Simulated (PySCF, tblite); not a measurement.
# C7H3F: circular dichroism and optical rotation, excited states

Aim: compute the circular dichroism and optical rotation, excited states of C7H3F (`C#CC=C=C(F)C#C`).

Programs: tblite 0.8.0 and PySCF 2.14.0, with routines of our own; each step states its level. All values are computed. Atoms count from 0.

## 1. The starting structure

11 atoms, charge 0, multiplicity 1; geometry from: force field or distance geometry start.

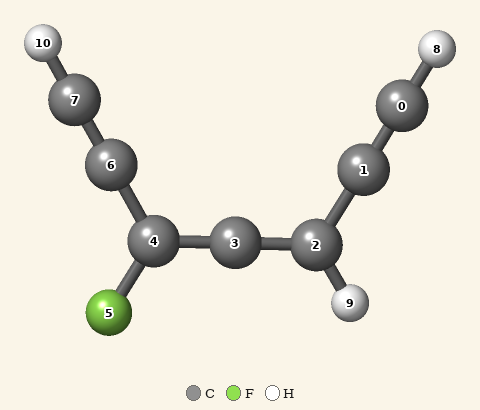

The starting geometry (carbon grey, fluorine green, hydrogen white).

## 2. Relaxing the molecule with GFN2-xTB

What the job is given:

```
{"job": {"kind": "relax", "xc": "GFN2-xTB", "basis": "xTB"}, "charge": 0, "multiplicity": 1}
C     -2.649700     1.036300     0.623900
C     -2.025600     0.145800     0.136800
C     -1.264300    -0.924500    -0.416100
C      0.021900    -0.880200    -0.348900
C      1.317000    -0.867600    -0.260400
F      2.043400    -1.867400    -0.802500
C      1.978300     0.214200     0.368200
C      2.548600     1.127000     0.917800
H     -3.215900     1.834200     1.051200
H     -1.788000    -1.743800    -0.903500
H      3.039700     1.928800     1.392300
```

The run is started by

```console
> OMP_NUM_THREADS=1 python excited_run.py task.json out
```

One launch serves the whole session: the jobs run in the order shown.

Output:

```text
step      E/eV     max force
  0    -569.75876    2.833
  1    -569.77809    4.982
  2    -569.90407    1.190
  3    -569.98244    1.508
  4    -569.85755    8.284
  5    -570.32421    2.239
  6    -570.47058    1.636
  7    -570.83654    2.264
  8    -570.88465    3.866
  9    -571.03256    1.106
 10    -571.19076    1.301
 11    -571.30224    1.646
 12    -571.34643    0.524
 13    -571.36739    0.551
 14    -571.39345    0.984
 15    -571.43985    1.027
 16    -571.50197    0.948
 17    -571.55616    1.175
 18    -571.63377    1.593
 19    -571.72804    1.215
 20    -571.80965    0.980
 21    -571.87033    0.948
 22    -571.85249    2.829
 23    -571.94218    0.874
 24    -571.95943    0.470
 25    -571.97743    0.504
 26    -572.00071    0.711
 27    -572.02638    0.731
 28    -572.04803    0.294
 29    -572.05533    0.191
 30    -572.05877    0.180
 31    -572.06157    0.262
 32    -572.06545    0.301
 33    -572.07153    0.218
 34    -572.07366    0.122
 35    -572.07566    0.101
 36    -572.07777    0.172
 37    -572.07991    0.163
 38    -572.08165    0.119
 39    -572.08303    0.087
 40    -572.08425    0.110
 41    -572.08563    0.130
 42    -572.08782    0.156
 43    -572.09179    0.194
 44    -572.09791    0.279
 45    -572.10532    0.263
 46    -572.11269    0.237
 47    -572.12025    0.299
 48    -572.12728    0.305
 49    -572.13448    0.443
 50    -572.13977    0.267
 51    -572.14490    0.172
 52    -572.14741    0.259
 53    -572.15003    0.192
 54    -572.15437    0.216
 55    -572.15767    0.165
 56    -572.15962    0.131
 57    -572.16057    0.136
 58    -572.16128    0.131
 59    -572.16190    0.136
 60    -572.16244    0.081
 61    -572.16282    0.049
 62    -572.16310    0.055
 63    -572.16340    0.049
 64    -572.16363    0.034
 65    -572.16379    0.047
 66    -572.16386    0.037
 67    -572.16389    0.033
 68    -572.16392    0.020
 69    -572.16394    0.017
 70    -572.16397    0.022
 71    -572.16401    0.039
 72    -572.16407    0.051
 73    -572.16416    0.055
 74    -572.16427    0.045
 75    -572.16435    0.026
 76    -572.16439    0.023
 77    -572.16442    0.022
 78    -572.16446    0.021
 79    -572.16452    0.027
 80    -572.16459    0.029
 81    -572.16464    0.022
 82    -572.16468    0.023
 83    -572.16471    0.022
 84    -572.16474    0.020
 85    -572.16477    0.015
 86    -572.16478    0.013
 87    -572.16479    0.011
 88    -572.16480    0.011
 89    -572.16481    0.013
 90    -572.16482    0.007
```

It took 0.42 s on 1 thread of Arm Neoverse V1, shared host.

Step by step: (not every step is listed) (the energy doesn't fall at every step)

| step | energy from step 0 (eV) | largest force (eV/Å) |
| --- | --- | --- |
| 0 | 0.0000 | 2.8326 |
| 1 | -0.0193 | 4.9824 |
| 2 | -0.1453 | 1.1895 |
| 3 | -0.2237 | 1.5083 |
| 4 | -0.0988 | 8.2844 |
| 5 | -0.5654 | 2.2388 |
| 6 | -0.7118 | 1.6363 |
| 7 | -1.0778 | 2.2644 |
| 8 | -1.1259 | 3.8661 |
| 15 | -1.6811 | 1.0271 |
| 22 | -2.0937 | 2.8293 |
| 29 | -2.2966 | 0.1905 |
| 36 | -2.3190 | 0.1722 |
| 43 | -2.3330 | 0.1936 |
| 50 | -2.3810 | 0.2666 |
| 57 | -2.4018 | 0.1360 |
| 64 | -2.4049 | 0.0345 |
| 71 | -2.4052 | 0.0385 |
| 78 | -2.4057 | 0.0215 |
| 85 | -2.4060 | 0.0150 |
| 86 | -2.4060 | 0.0132 |
| 87 | -2.4060 | 0.0110 |
| 88 | -2.4060 | 0.0114 |
| 89 | -2.4060 | 0.0125 |
| 90 | -2.4061 | 0.0068 |

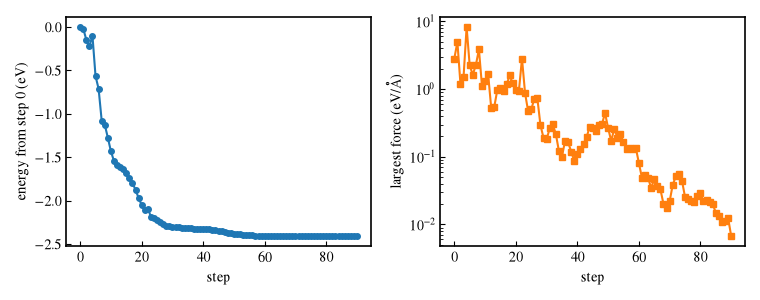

Energy and largest force along the relaxation.

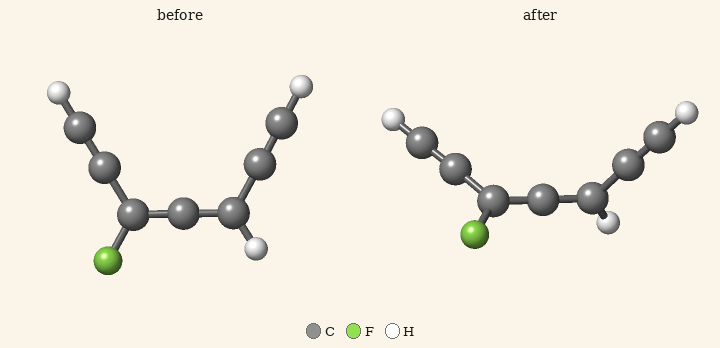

Before and after, at one scale.

Close pairs (by a distance rule), those that changed most:

| bond | before (Å) | after (Å) | change (Å) |
| --- | --- | --- | --- |
| C0–H8 | 1.068 | 1.049 | -0.019 |
| C2–C3 | 1.289 | 1.304 | +0.015 |
| C4–F5 | 1.349 | 1.363 | +0.013 |
| C1–C2 | 1.425 | 1.413 | -0.012 |
| C0–C1 | 1.192 | 1.200 | +0.009 |
| C6–C7 | 1.209 | 1.200 | -0.008 |
| C3–C4 | 1.298 | 1.306 | +0.008 |
| C7–H10 | 1.053 | 1.049 | -0.004 |

The end geometry stands in the next job.

## 3. Infrared spectrum with GFN2-xTB

What the job is given:

```
{"job": {"kind": "ir", "xc": "GFN2-xTB", "basis": "xTB"}, "charge": 0, "multiplicity": 1}
C     -3.130614     0.935906    -0.064757
C     -2.251128     0.127200     0.050568
C     -1.232457    -0.842060     0.188227
C      0.010374    -0.623353    -0.140209
C      1.256632    -0.393929    -0.456076
F      1.723850    -0.661814    -1.707975
C      2.215801     0.123122     0.446020
C      3.062526     0.555932     1.178525
H     -3.897405     1.644966    -0.164015
H     -1.540222    -1.800034     0.595220
H      3.788069     0.936735     1.833439
```

Output:

```text
mode    cm-1     km/mol
  1      65.2      0.22
  2      83.3      0.49
  3     130.0      0.38
  4     197.0      0.32
  5     221.2      0.84
  6     274.1      0.62
  7     389.9      0.90
  8     435.2      5.54
  9     477.5      0.25
 10     512.6      4.95
 11     524.4      5.67
 12     637.6     27.58
 13     646.6      9.25
 14     651.4     24.41
 15     680.4     17.13
 16     749.8     38.08
 17     792.7      5.10
 18    1000.6     32.96
 19    1121.7    184.37
 20    1170.1      6.81
 21    1393.4     30.62
 22    2028.2     12.07
 23    2251.7      2.46
 24    2255.0      1.11
 25    2996.2     13.30
 26    3395.3      8.56
 27    3396.6     14.43
```

Wall time 0.25 s (1 thread of Arm Neoverse V1, shared host).

The strongest bands and the atoms that carry them (share of the mass-weighted mode):

| cm⁻¹ | km/mol | atoms |
| --- | --- | --- |
| 638 | 27.6 | H8 63 %, H10 15 % |
| 651 | 24.4 | H10 59 %, H8 18 % |
| 680 | 17.1 | H10 74 %, C7 10 % |
| 750 | 38.1 | F5 27 %, C2 24 %, C7 11 %, C3 11 % |
| 1001 | 33.0 | C2 42 %, C0 20 %, H9 10 % |
| 1122 | 184.4 | C4 66 %, F5 13 % |
| 1393 | 30.6 | C2 47 %, C4 42 % |
| 3397 | 14.4 | H10 86 %, C7 13 % |

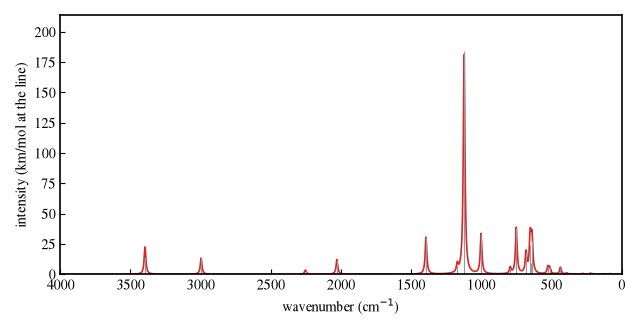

The infrared spectrum from these modes, unscaled. Lines are broadened to a width of 14 cm⁻¹ (Lorentzian).

## 4. Circular dichroism and optical rotation: TDDFT PBE0/aug-cc-pVDZ

The job, as its differences from that of step 3:

```diff
@@ -1,2 +1,2 @@
-{"job": {"kind": "ir", "xc": "GFN2-xTB", "basis": "xTB"}, "charge": 0, "multiplicity": 1}
+{"job": {"kind": "ecd", "xc": "PBE0", "basis": "aug-cc-pVDZ", "nstates": 8}, "charge": 0, "multiplicity": 1}
 C     -3.130614     0.935906    -0.064757
```

With the program's defaults for keys left out, this is: TDDFT PBE0/aug-cc-pVDZ circular dichroism and optical rotation, one conformer, gas phase.

Output:

```text
coarse grid: 10552 points
cycle   1  E = -367.7113595261  dE =  1.444e+00  |g| = 5.182e-01  |ddm| = 1.979e+01
cycle   2  E = -367.6807947484  dE =  3.056e-02  |g| = 6.724e-01  |ddm| = 3.506e+00
cycle   3  E = -367.7652477809  dE = -8.445e-02  |g| = 1.499e-01  |ddm| = 1.635e+00
cycle   4  E = -367.7698853601  dE = -4.638e-03  |g| = 6.971e-02  |ddm| = 4.115e-01
cycle   5  E = -367.7710639178  dE = -1.179e-03  |g| = 1.773e-02  |ddm| = 1.737e-01
cycle   6  E = -367.7711342450  dE = -7.033e-05  |g| = 5.124e-03  |ddm| = 7.491e-02
cycle   7  E = -367.7711401656  dE = -5.921e-06  |g| = 2.153e-03  |ddm| = 1.717e-02
final grid: 106176 points
cycle   8  E = -367.7846178138  dE = -2.805e-05  |g| = 7.046e-03  |ddm| = 2.764e-01
cycle   9  E = -367.7845967415  dE =  2.107e-05  |g| = 1.208e-02  |ddm| = 6.725e-02
cycle  10  E = -367.7846288387  dE = -3.210e-05  |g| = 2.165e-03  |ddm| = 2.956e-02
cycle  11  E = -367.7846300149  dE = -1.176e-06  |g| = 6.410e-04  |ddm| = 7.020e-03
cycle  12  E = -367.7846300992  dE = -8.432e-08  |g| = 1.038e-04  |ddm| = 1.484e-03
cycle  13  E = -367.7846301006  dE = -1.394e-09  |g| = 6.030e-05  |ddm| = 4.279e-04
cycle  14  E = -367.7846301016  dE = -9.541e-10  |g| = 1.668e-05  |ddm| = 1.832e-04
converged SCF energy = -367.7846301016

Singlet excitations and rotatory strengths (1e-40 esu^2 cm^2)
state   eV       nm     f(len)   f(vel)    R(len)    R(vel)   main configurations
  1   3.9988   310.1  0.00012  0.00011    -1.800    -1.935   H->L 0.98
  2   5.0536   245.3  0.00214  0.00206    16.603    16.333   H-2->L 0.77, H-1->L+1 0.18
  3   5.1118   242.5  0.00250  0.00236    -1.383    -1.699   H-1->L+1 0.77, H-2->L 0.17
  4   5.1764   239.5  0.15131  0.14812    -8.091    -7.992   H-1->L 0.73, H->L+1 0.13
  5   5.5623   222.9  0.50092  0.48801    63.217    62.784   H->L+1 0.48, H-3->L 0.28, H-1->L 0.14
  6   6.0062   206.4  0.00123  0.00120     4.965     4.979   H-3->L+1 0.76
  7   6.1809   200.6  0.00239  0.00237     8.983     8.959   H->L+5 0.46, H-4->L 0.32, H-3->L+1 0.14
  8   6.2938   197.0  0.46781  0.45836    -7.906    -8.474   H-3->L 0.44, H->L+1 0.24, H-2->L+1 0.13

Specific rotation (deg / (dm g/mL))
    nm     length   length(OI)   velocity    alpha(len)  alpha(vel)
  633.0     611.07     610.94     594.70       98.733     96.541
  589.3     726.15     725.98     706.65       99.658     97.445
  546.0     877.76     877.54     854.09      100.846     98.607
  436.0    1605.23    1604.69    1560.41      106.193    103.831
  405.0    1993.18    1992.41    1935.78      108.891    106.468
  365.0    2742.58    2741.16    2655.19      114.079    111.537
  355.0    2983.65    2981.91    2883.22      115.850    113.268
```

It took 45 s on 1 thread of Arm Neoverse V1, shared host; peak memory 0.88 GiB.

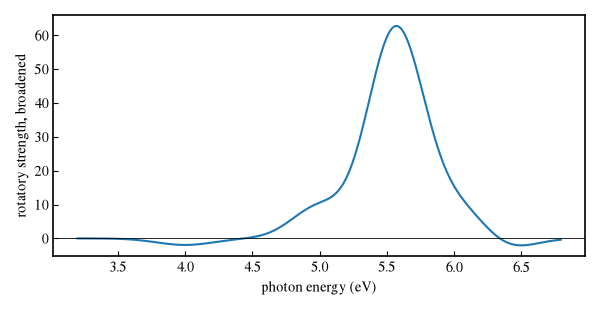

Circular dichroism: velocity-form rotatory strengths under Gaussians of 0.3 eV half-width at 1/e.

## 5. Excited states: TDA LC-wPBE/def2-SVP

The job, as its differences from that of step 4:

```diff
@@ -1,2 +1,2 @@
-{"job": {"kind": "ecd", "xc": "PBE0", "basis": "aug-cc-pVDZ", "nstates": 8}, "charge": 0, "multiplicity": 1}
+{"job": {"kind": "states", "xc": "LC-wPBE", "basis": "def2-SVP", "tda": true, "soc": true, "nstates": 5, "ntriplets": 4, "nquad": 4}, "charge": 0, "multiplicity": 1}
 C     -3.130614     0.935906    -0.064757
```

With the program's defaults for keys left out, this is: TDA LC-wPBE/def2-SVP excited states, vertical, gas phase, spin-orbit mean-field couplings.

Output:

```text
coarse grid: 10552 points
cycle   1  E = -367.4566543026  dE =  1.650e+00  |g| = 6.111e-01  |ddm| = 4.186e+00
cycle   2  E = -367.4858267272  dE = -2.917e-02  |g| = 5.836e-01  |ddm| = 1.240e+00
cycle   3  E = -367.5434965886  dE = -5.767e-02  |g| = 8.889e-02  |ddm| = 5.579e-01
cycle   4  E = -367.5450692848  dE = -1.573e-03  |g| = 4.028e-02  |ddm| = 1.493e-01
cycle   5  E = -367.5454794295  dE = -4.101e-04  |g| = 1.222e-02  |ddm| = 5.523e-02
cycle   6  E = -367.5455281856  dE = -4.876e-05  |g| = 3.578e-03  |ddm| = 1.792e-02
cycle   7  E = -367.5455332942  dE = -5.109e-06  |g| = 9.875e-04  |ddm| = 5.905e-03
final grid: 106176 points
cycle   8  E = -367.6164406164  dE = -2.039e-05  |g| = 9.087e-03  |ddm| = 2.207e-02
cycle   9  E = -367.6164383962  dE =  2.220e-06  |g| = 1.006e-02  |ddm| = 1.739e-02
cycle  10  E = -367.6164538049  dE = -1.541e-05  |g| = 3.577e-04  |ddm| = 8.157e-03
cycle  11  E = -367.6164538397  dE = -3.487e-08  |g| = 2.131e-04  |ddm| = 6.113e-04
cycle  12  E = -367.6164538521  dE = -1.233e-08  |g| = 7.208e-05  |ddm| = 2.752e-04
cycle  13  E = -367.6164538537  dE = -1.612e-09  |g| = 2.190e-05  |ddm| = 9.115e-05
cycle  14  E = -367.6164538539  dE = -2.362e-10  |g| = 8.552e-06  |ddm| = 4.119e-05
converged SCF energy = -367.6164538539

Singlet excitations
state   eV       nm        f     d(h-e)  d(exc)  Lambda  PR(NTO)  |dmu|/D   mu/D   main configurations
  1   4.5515   272.4   0.00037   1.027   2.908   0.497   1.052    3.432    3.257   H->L 0.92
  2   5.6943   217.7   0.00023   1.098   2.677   0.379   1.158    4.223    5.231   H-2->L 0.80
  3   5.8423   212.2   0.00021   0.871   2.952   0.419   1.356    2.856    3.925   H-1->L+1 0.71, H-3->L+1 0.10
  4   6.0454   205.1   0.24783   0.587   2.812   0.784   1.759    1.814    3.097   H-1->L 0.69, H-2->L+3 0.12
  5   6.1897   200.3   0.48012   0.264   2.597   0.742   2.203                     H->L+1 0.51, H-3->L 0.17

Triplet excitations (Tamm-Dancoff)
state   eV     d(h-e)  d(exc)  Lambda  PR(NTO)   main configurations
  1   3.4246   0.214   2.479   0.790   1.421   H-1->L 0.73, H->L+1 0.12
  2   3.6990   0.054   2.454   0.822   1.442   H->L+1 0.79, H-1->L 0.12
  3   4.1246   0.992   2.851   0.496   1.067   H->L 0.90
  4   5.2024   0.758   2.516   0.402   1.597   H-2->L 0.62, H-1->L+1 0.09
S1 - T1 = 1.1269 eV

Spin-orbit couplings |<S|Hso|T>| (cm-1)
             T1       T2       T3       T4
S0        0.998    0.688    9.415    3.611
S1        4.071    6.696    0.097    0.872
S2        6.384    3.381    0.884    0.563
S3        3.502    5.999    0.286    0.556
S4        0.293    0.175    3.597   14.583
S5        0.200    0.070    3.065    5.634
T1 sublevels (cm-1): 0.000 0.002 0.006   radiative rates (1/s): 0.0172 0.00831 0.000975
```

Run time: 19 s. Hardware: 1 thread of Arm Neoverse V1, shared host; peak memory 0.57 GiB.

From this job:

| quantity | value |
| --- | --- |
| S1 less T1 | 1.13 eV |

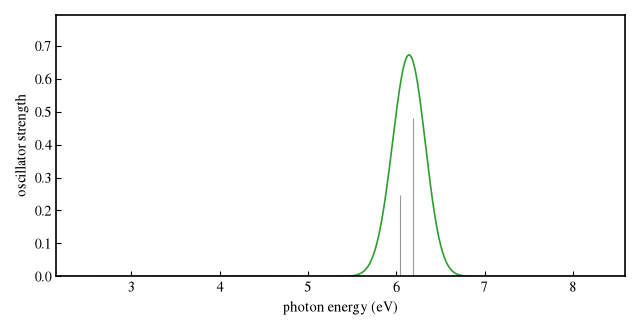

Absorption lines of the singlets. Lines are broadened to a width of 0.40 eV (Gaussian).

## 6. Summary of results

| quantity | value |
| --- | --- |
| strongest single infrared mode (GFN2-xTB) | 1122 cm⁻¹, 184 km/mol |
| zero-point energy (GFN2-xTB) | 40.7 kcal/mol |
| state of largest rotatory strength (velocity form) among 8 (step 4, TDDFT PBE0/aug-cc-pVDZ) | 5.56 eV, R = +62.8 (velocity), +63.2 (length) ·10⁻⁴⁰ esu² cm² |
| specific rotation at 633.0 nm (step 4, TDDFT PBE0/aug-cc-pVDZ) | 594.7 (velocity), 611.1 (length) |
| S1 less T1 (step 5, TDA LC-wPBE/def2-SVP) | 1.13 eV |

In words: All 27 modes are real, so the xTB geometry is a minimum. The strongest single mode, at 1122 cm⁻¹, moves mainly C4. Unscaled tight-binding wavenumbers are off by several per cent, some by more. Its intensities can rank the bands wrongly. Rotations belong to one conformer and to the handedness of the start. In step 5, the number of triplets below S1 is 3, and the largest singlet-triplet spin-orbit coupling is S4–T4, 14.58 cm⁻¹.
